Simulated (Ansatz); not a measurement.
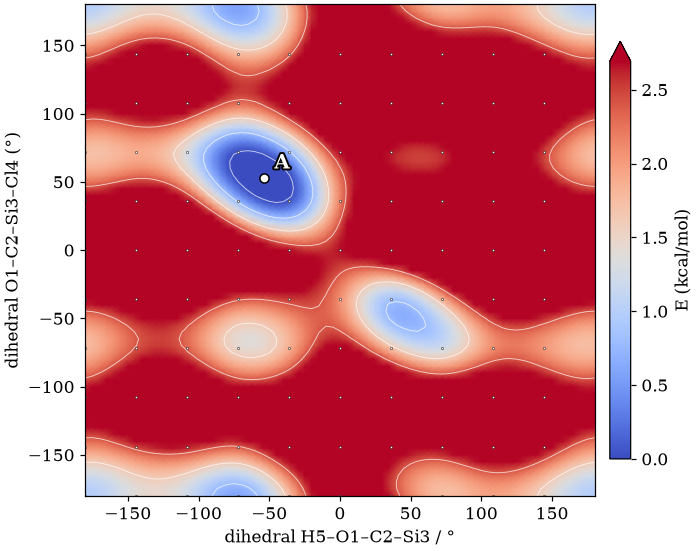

CH5ClOSi, SMILES OC[SiH2]Cl. First axis: dihedral H5–O1–C2–Si3. Second axis: dihedral O1–C2–Si3–Cl4. Nothing is relaxed (all other coordinates rigid). Grid: 10 × 10 points. Energies: kcal/mol, counted from the lowest grid point. All numbers below come from RKS PBE0-D4/def2-TZVP (Ansatz 0.2.0).

In the figure: a smooth colour map with a few white contour lines, dots at the grid points, one colour for all values above the top of the scale, the well A. Between grid points the surface is interpolated.

### Where is the minimum, and how stiff is the well along each coordinate? Take the well at A.

The interpolated minimum is at dihedral H5–O1–C2–Si3 ≈ −54°, dihedral O1–C2–Si3–Cl4 ≈ 53°. The curvatures there are about 0.33 eV/rad² and 0.5 eV/rad², with a cross term of about 0.19 eV/rad². Round the minimum the valley is somewhat tilted: raising dihedral H5–O1–C2–Si3 shifts the best value of dihedral O1–C2–Si3–Cl4 downwards (coupling k₁₂/√(k₁₁k₂₂) about 0.5). (1 eV is 23.1 kcal/mol.)
